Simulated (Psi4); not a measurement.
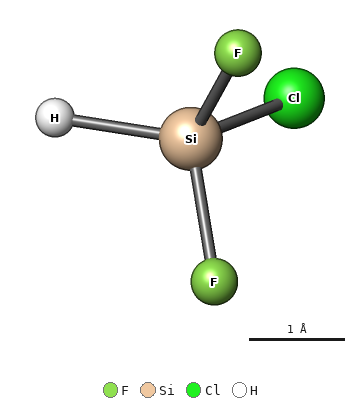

Fig. 1: The structure as given in the input (ball-and-stick view, seen at a tilt). Bond lengths as drawn: Cl–Si 2.02 Å, F–Si 1.58 Å and H–Si 1.46 Å.

# Excited-state calculation of SiHClF2

The run: excited-state calculation of SiHClF2, SMILES F[SiH](F)Cl. Method and program: TDHF/cc-pVTZ, RHF (Psi4 1.11).

The geometry comes from this level: PBE0-D4/def2-TZVP.

## The input (clf2hsi.in)
```python
memory 1.6 GB

molecule mol {
  0 1
  F
  Si 1 1.576802
  F 2 1.576808 1 107.62905
  Cl 2 2.018086 1 109.00588 3 -118.09049
  H 2 1.46471 1 109.81858 3 119.51064
}

set basis cc-pVTZ
set reference rhf
set scf_type df
set save_jk true
set screening csam
set d_convergence 1e-10
set e_convergence 0.0001
set maxiter 100

from psi4.driver.procrouting.response.scf_response import tdscf_excitations
E, wfn = energy('hf', return_wfn=True)
states = tdscf_excitations(wfn, states=4, tda=False)
```

Hardware: 1 thread of Intel Xeon @ 2.50GHz (Skylake/Cascade Lake), 16 GiB of memory available, shared host.

Command:
```bash
psi4 -n 1 clf2hsi.in clf2hsi.out
```

## Log
```
Psi4 1.11 release

   => Loading Basis Set <=

    Name: CC-PVTZ
    Role: ORBITAL
    Keyword: BASIS

         ---------------------------------------------------------
                                   SCF
                              RHF Reference
                        1 Threads,   1525 MiB Core
         ---------------------------------------------------------

  ==> Geometry <==

    Molecular point group: c1
    Full point group: C1

    Geometry (in Angstrom), charge = 0, multiplicity = 1:

       Center              X                  Y                   Z               Mass
    ------------   -----------------  -----------------  -----------------  -----------------
         F            0.565518312891    -0.034837178345    -1.602290160475    18.998403162730
         SI           0.565518312891    -0.034837178345    -0.025488160475    27.976926534650
         F            0.565518312891    -1.537593919932     0.452053088506    18.998403162730
         CL          -1.117790964046     0.863607248040     0.631732193949    34.968852682000
         H            1.764704578593     0.643923773803     0.471111531523     1.007825032230

  Running in c1 symmetry.

  Rotational constants: A =      0.23504  B =      0.11649  C =      0.08597 [cm^-1]
  Rotational constants: A =   7046.42931  B =   3492.25089  C =   2577.46169 [MHz]
  Nuclear repulsion =  230.926474705941473

  Charge       = 0
  Multiplicity = 1
  Electrons    = 50
  Nalpha       = 25
  Nbeta        = 25

  ==> Algorithm <==

  SCF Algorithm Type is DF.
  DIIS enabled.
  MOM disabled.
  Fractional occupation disabled.
  Guess Type is SAD.
  Energy threshold   = 1.00e-04
  Density threshold  = 1.00e-10
  Integral threshold = 1.00e-12

  ==> Primary Basis <==

  Basis Set: CC-PVTZ
    Blend: CC-PVTZ
    Number of shells: 50
    Number of basis functions: 142
    Number of Cartesian functions: 163
    Spherical Harmonics?: true
    Max angular momentum: 3

   => Loading Basis Set <=

    Name: (CC-PVTZ AUX)
    Role: JKFIT
    Keyword: DF_BASIS_SCF

  ==> Integral Setup <==

  DFHelper Memory: AOs need 0.070 GiB; user supplied 1.118 GiB.
  SCF_SUBTYPE=INCORE selected. In-core MEM_DF algorithm will be used.
  Using in-core AOs.

  ==> MemDFJK: Density-Fitted J/K Matrices <==

    J tasked:                   Yes
    K tasked:                   Yes
    wK tasked:                   No
    Memory [MiB]:              1144
    Algorithm:                 Core
    Schwarz Cutoff:           1E-12
    Mask sparsity (%):       0.6844
    Fitting Condition:        1E-10

   => Auxiliary Basis Set <=

  Basis Set: (CC-PVTZ AUX)
    Blend: CC-PVTZ-JKFIT
    Number of shells: 134
    Number of basis functions: 430
    Number of Cartesian functions: 517
    Spherical Harmonics?: true
    Max angular momentum: 4

  Minimum eigenvalue in the overlap matrix is 2.8235654689E-03.
  Reciprocal condition number of the overlap matrix is 6.1305218412E-04.
    Using symmetric orthogonalization.

  ==> Pre-Iterations <==

  SCF Guess: Superposition of Atomic Densities via on-the-fly atomic UHF (no occupation information).

   -------------------------
    Irrep   Nso     Nmo
   -------------------------
     A        142     142
   -------------------------
    Total     142     142
   -------------------------

  ==> Iterations <==

                           Total Energy        Delta E     RMS |[F,P]|

   @DF-RHF iter SAD:  -947.51466239726028   -9.47515e+02   0.00000e+00
   @DF-RHF iter   1:  -948.13356210847655   -6.18900e-01   3.06800e-03 ADIIS/DIIS
   @DF-RHF iter   2:  -948.17871601540276   -4.51539e-02   1.99123e-03 ADIIS/DIIS
   @DF-RHF iter   3:  -948.19929505935818   -2.05790e-02   1.51076e-04 ADIIS/DIIS
   @DF-RHF iter   4:  -948.19966933733360   -3.74278e-04   4.25110e-05 DIIS
   @DF-RHF iter   5:  -948.19970136416100   -3.20268e-05   1.28642e-05 DIIS
   @DF-RHF iter   6:  -948.19970517404045   -3.80988e-06   4.01700e-06 DIIS
   @DF-RHF iter   7:  -948.19970567998814   -5.05948e-07   8.30725e-07 DIIS
   @DF-RHF iter   8:  -948.19970569753730   -1.75492e-08   1.78150e-07 DIIS
   @DF-RHF iter   9:  -948.19970569826341   -7.26118e-10   4.85738e-08 DIIS
   @DF-RHF iter  10:  -948.19970569831651   -5.30918e-11   1.05542e-08 DIIS
   @DF-RHF iter  11:  -948.19970569831867   -2.16005e-12   1.82870e-09 DIIS
   @DF-RHF iter  12:  -948.19970569832003   -1.36424e-12   3.34908e-10 DIIS
   @DF-RHF iter  13:  -948.19970569831946    5.68434e-13   1.04452e-10 DIIS
   @DF-RHF iter  14:  -948.19970569831924    2.27374e-13   3.40581e-11 DIIS
  Energy and wave function converged.

  ==> Post-Iterations <==

    Orbital Energies [Eh]
    ---------------------

    Doubly Occupied:

       1A   -104.855855     2A    -68.902310     3A    -26.317671
       4A    -26.317660     5A    -10.583038     6A     -8.049572
       7A     -8.048306     8A     -8.048303     9A     -6.238921
      10A     -4.347032    11A     -4.346845    12A     -4.345384
      13A     -1.632673    14A     -1.613158    15A     -1.129045
      16A     -0.815540    17A     -0.742022    18A     -0.721331
      19A     -0.713269    20A     -0.684216    21A     -0.667001
      22A     -0.617052    23A     -0.540948    24A     -0.499419
      25A     -0.493030

    Virtual:

      26A      0.153803    27A      0.156217    28A      0.179324
      29A      0.209262    30A      0.275145    31A      0.307033
      32A      0.342977    33A      0.356859    34A      0.383155
      35A      0.405158    36A      0.457145    37A      0.481306
      38A      0.512607    39A      0.524657    40A      0.581386
      41A      0.602730    42A      0.686885    43A      0.699236
      44A      0.740911    45A      0.772673    46A      0.792423
      47A      0.840436    48A      0.904830    49A      0.981316
      50A      0.989725    51A      1.056491    52A      1.063621
      53A      1.079699    54A      1.095832    55A      1.111217
      56A      1.159864    57A      1.177139    58A      1.246363
      59A      1.273184    60A      1.281560    61A      1.364262
      62A      1.412875    63A      1.421953    64A      1.458160
      65A      1.484746    66A      1.540141    67A      1.575650
      68A      1.658960    69A      1.734570    70A      1.877970
      71A      1.942539    72A      2.246985    73A      2.247104
      74A      2.272692    75A      2.276413    76A      2.279286
      77A      2.307562    78A      2.340863    79A      2.359101
      80A      2.387084    81A      2.390089    82A      2.432654
      83A      2.460032    84A      2.496000    85A      2.532759
      86A      2.579676    87A      2.585057    88A      2.659093
      89A      2.770140    90A      2.782787    91A      2.822865
      92A      2.841491    93A      2.856606    94A      2.926166
      95A      2.932878    96A      3.007487    97A      3.043008
      98A      3.164987    99A      3.204615   100A      3.530395
     101A      3.638118   102A      3.653288   103A      3.897911
     104A      3.917276   105A      4.236630   106A      4.284115
     107A      4.290363   108A      4.456914   109A      5.116197
     110A      5.205483   111A      5.219709   112A      5.231906
     113A      5.267674   114A      5.385905   115A      5.766456
     116A      5.870269   117A      7.344482   118A      7.353189
     119A      7.365944   120A      7.368320   121A      7.369260
     122A      7.374698   123A      7.392829   124A      7.404507
     125A      7.416206   126A      7.418935   127A      7.426704
     128A      7.438321   129A      7.470039   130A      7.474886
     131A      8.889730   132A      8.897674   133A      8.918002
     134A      8.972619   135A      9.204805   136A      9.206298
     137A      9.221665   138A      9.262199   139A      9.331702
     140A      9.371876   141A     11.638554   142A     11.698940

    Final Occupation by Irrep:
              A
    DOCC [    25 ]
    NA   [    25 ]
    NB   [    25 ]

  @DF-RHF Final Energy:  -948.19970569831924

   => Energetics <=

    Nuclear Repulsion Energy =            230.9264747059414731
    One-Electron Energy =               -1775.7131556600222666
    Two-Electron Energy =                 596.5869752557615584
    Total Energy =                       -948.1997056983192351

Computation Completed

Properties will be evaluated at   0.000000,   0.000000,   0.000000 [a0]

Properties computed using the SCF density matrix

 Multipole Moments:

 ------------------------------------------------------------------------------------
     Multipole            Electronic (a.u.)      Nuclear  (a.u.)        Total (a.u.)
 ------------------------------------------------------------------------------------

 L = 1.  Multiply by 2.5417464519 to convert [e a0] to [Debye]
 Dipole X            :         -1.2954349            1.6229803            0.3275454
 Dipole Y            :         -0.9613389            1.2956843            0.3343454
 Dipole Z            :         -0.7033475            0.9478695            0.2445220
 Magnitude           :                                                    0.5280756

 ------------------------------------------------------------------------------------

	total time  =          4 seconds =       0.07 minutes

******************************************************************************************
**********                               WARNING                                **********
**********       The names of excited state variables changed between 1.5       **********
**********     and 1.6. For a quick solution, remove the symmetry specifier     **********
**********   from the variable name. For full details, see 'Notes on Psivars'   **********
**********                        in the documentation.                         **********
******************************************************************************************

         ---------------------------------------------------------
                         TDSCF excitation energies
         ---------------------------------------------------------

  ==> Options <==

     Residual threshold  : 1.0000e-04
     Initial guess       : denominators
     Reference           : RHF
     Solver type         : RPA (Hamiltonian)

  ==> Requested Excitations <==

      4 singlet states with A symmetry

  ==> Seeking the lowest 4 singlet states with A symmetry

                        Generalized Hamiltonian Solver

  ==> Options <==

    Max number of iterations        = 60
    Eigenvector tolerance           = 1.0000e-04
    Max number of expansion vectors = 800

  => Iterations <=
                              Max[D[value]]     Max[|R|]   # vectors
  HamiltonianSolver iter   1:   4.39340e-01  2.11922e-01     16
  HamiltonianSolver iter   2:   2.41317e-02  1.04257e-01     24
  HamiltonianSolver iter   3:   4.00234e-03  5.95343e-02     32
  HamiltonianSolver iter   4:   5.50769e-04  1.74912e-02     40
  HamiltonianSolver iter   5:   5.81222e-05  6.31099e-03     48
  HamiltonianSolver iter   6:   5.49337e-06  2.05843e-03     56
  HamiltonianSolver iter   7:   6.83941e-07  7.53099e-04     64
  HamiltonianSolver iter   8:   5.89038e-08  2.04285e-04     72
  HamiltonianSolver iter   9:   4.60687e-09  9.38534e-05     78      Converged

******************************************************************************************
**********                               WARNING                                **********
**********  Length-gauge rotatory strengths are **NOT** gauge-origin invariant  **********
******************************************************************************************

                                    Excitation Energy         Total Energy        Oscillator Strength             Rotatory Strength
     #   Sym: GS->ES (Trans)        au              eV              au          au (length)    au (velocity)    au (length)    au (velocity)
    ---- -------------------- --------------- --------------- --------------- --------------- --------------- --------------- ---------------
     1        A->A (1 A)       0.38892         10.58293       -947.81079       0.1145          0.1086         -0.0001         -0.0001
     2        A->A (1 A)       0.38965         10.60290       -947.81006       0.0046          0.0033          0.0001          0.0001
     3        A->A (1 A)       0.39967         10.87568       -947.80003       0.0492          0.0474          0.0000          0.0000
     4        A->A (1 A)       0.41334         11.24746       -947.78637       0.0040          0.0024          0.0000          0.0000

Contributing excitations and de-excitations
Only contributions with abs(coeff) > 1.00e-01 will be printed:

Excited State    1 (1 A):   0.38892 au   117.15 nm f = 0.1145
  Sums of squares: Xssq =  1.001824e+00; Yssq =  1.824199e-03; Xssq - Yssq =  1.000000e+00
     23a  ->  28a    -0.171759 ( 2.950%)
     25a  ->  27a    -0.743278 (55.246%)
     25a  ->  28a     0.504394 (25.441%)
     25a  ->  31a    -0.336048 (11.293%)

Excited State    2 (1 A):   0.38965 au   116.93 nm f = 0.0046
  Sums of squares: Xssq =  1.001256e+00; Yssq =  1.256317e-03; Xssq - Yssq =  1.000000e+00
     23a  ->  26a    -0.230768 ( 5.325%)
     24a  ->  27a    -0.576762 (33.265%)
     24a  ->  28a     0.448342 (20.101%)
     24a  ->  31a    -0.297272 ( 8.837%)
     25a  ->  26a    -0.527837 (27.861%)
     25a  ->  33a     0.130796 ( 1.711%)

Excited State    3 (1 A):   0.39967 au   114.00 nm f = 0.0492
  Sums of squares: Xssq =  1.001880e+00; Yssq =  1.880329e-03; Xssq - Yssq =  1.000000e+00
     24a  ->  27a     0.413798 (17.123%)
     24a  ->  28a    -0.337024 (11.359%)
     24a  ->  31a     0.210310 ( 4.423%)
     25a  ->  26a    -0.771638 (59.543%)
     25a  ->  33a     0.184123 ( 3.390%)

Excited State    4 (1 A):   0.41334 au   110.23 nm f = 0.0040
  Sums of squares: Xssq =  1.001332e+00; Yssq =  1.331970e-03; Xssq - Yssq =  1.000000e+00
     23a  ->  27a    -0.154811 ( 2.397%)
     23a  ->  28a     0.103516 ( 1.072%)
     24a  ->  26a     0.797941 (63.671%)
     24a  ->  33a    -0.205611 ( 4.228%)
     24a  ->  35a     0.103545 ( 1.072%)
     25a  ->  27a    -0.202066 ( 4.083%)
     25a  ->  28a    -0.348410 (12.139%)
     25a  ->  29a    -0.156766 ( 2.458%)
     25a  ->  30a     0.165941 ( 2.754%)
     25a  ->  32a     0.126669 ( 1.605%)

******************************************************************************************
**********                               WARNING                                **********
**********       The names of excited state variables changed between 1.5       **********
**********     and 1.6. For a quick solution, remove the symmetry specifier     **********
**********   from the variable name. For full details, see 'Notes on Psivars'   **********
**********                        in the documentation.                         **********
******************************************************************************************

    Psi4 run time: 0:00:09.93
```

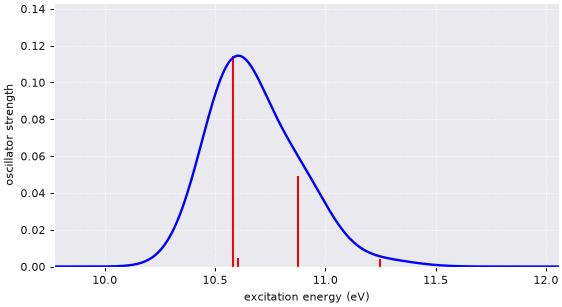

Fig. 2: Computed excitations as sticks (degenerate states added up, dark ones marked on the axis), with a Gaussian envelope of 0.35 eV full width at half maximum, scaled to the tallest. Of the 4 states the lowest lies at 10.58 eV (f = 0.115); the strongest line is at 10.58 eV, or 117 nm (f = 0.115).

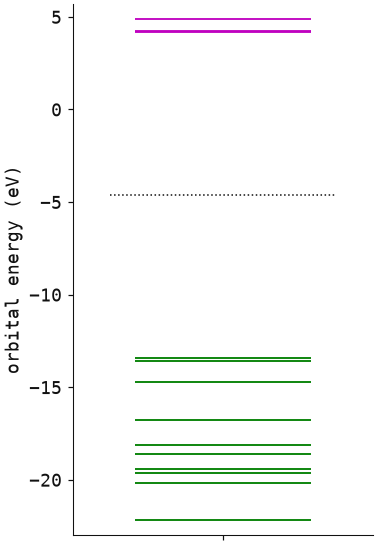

Fig. 3: Orbital energies near the frontier; the dotted line parts filled from empty levels, and levels within 0.02 eV of each other stand side by side. Highest filled −13.42 eV, lowest empty 4.19 eV, 17.61 eV apart.

## Key numbers

| quantity | value |
| --- | --- |
| outcome | converged |
| total energy | −948.199706 hartree |
| basis functions | 142 |
| HOMO | −13.42 eV |
| LUMO | 4.19 eV |
| dipole moment | 1.34 D |
| lowest excitation | 10.58 eV |
| wall time | 12 s |
| peak memory | 0.34 GiB |

## Remarks

Settings chosen away from the usual ones: screening set to csam; d_convergence set to 1e-10; e_convergence set to 0.0001.
